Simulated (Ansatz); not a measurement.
Input file:

```
crystal:
  periodic: [false, false, false]
  atoms:
    - { symbol: C, position_ang: [-0.2562, -0.4423, -1.8891] }
    - { symbol: "N", position_ang: [0.6169, 0.0982, -2.9164] }
    - { symbol: H, position_ang: [-0.9882, 0.2755, -1.4913] }
    - { symbol: H, position_ang: [0.3598, -0.7947, -1.0627] }
    - { symbol: H, position_ang: [-0.7977, -1.2913, -2.3061] }
    - { symbol: H, position_ang: [1.1462, 0.8817, -2.5472] }
    - { symbol: H, position_ang: [0.0683, 0.4403, -3.6988] }
    - { symbol: C, position_ang: [-0.6797, -0.6073, 2.1497] }
    - { symbol: Si, position_ang: [0.5948, 0.761, 1.8401] }
    - { symbol: H, position_ang: [-0.2732, -1.3842, 2.7919] }
    - { symbol: H, position_ang: [-0.9931, -1.0791, 1.2221] }
    - { symbol: H, position_ang: [-1.5692, -0.214, 2.6346] }
    - { symbol: H, position_ang: [0.8997, 1.4456, 3.0974] }
    - { symbol: H, position_ang: [0.0516, 1.7314, 0.8847] }
    - { symbol: H, position_ang: [1.8199, 0.1792, 1.2912] }
basis:
  gaussian: { orbitals: "6-31G" }
hamiltonian:
  xc: revpbe
relax:
  f_tol: 0.02
  max_steps: 40
scf:
  lower_state_search: "off"
output:
  orbitals: {}
```

Launched as:

```sh
ansatz run input.yaml --threads 1 --pin off --max-ram 2048MiB --backend cpu --events-out ev --progress --plain --runs-dir out
```

The fields are those of the relaxed geometry.

At this geometry the atoms fall into two loosely joined parts.

All numbers below come from RKS revPBE/6-31G in Ansatz.

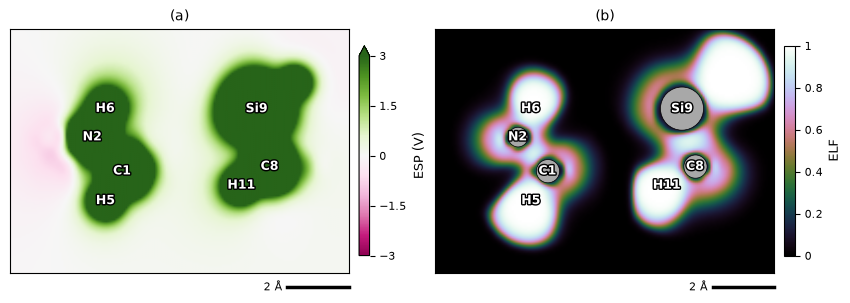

C2H11NSi. (a) molecular electrostatic potential; (b) electron localisation function on the plane of atoms N2, C1 and H5. Grey discs cover the atomic cores in the ELF map.

Read the bonding off the picture.

Answer. The section cuts through C, N, H and Si sites. C–N (1.47 Å): the ELF peaks at about 0.90 between the atoms; a shared electron pair. C–Si (1.93 Å): the ELF peaks at about 0.95 between the atoms, as expected for a covalent bond. N–H (1.02 Å): the ELF climbs to about 1 towards the hydrogen, as it does in any bond to H (a covalent bond by its length). C–H (1.10 Å): the ELF climbs to about 1 towards the hydrogen; an ordinary covalent bond to hydrogen. Outside the dense part of the molecule the potential is most negative (−0.8 V) near H7, which lies off the plane.
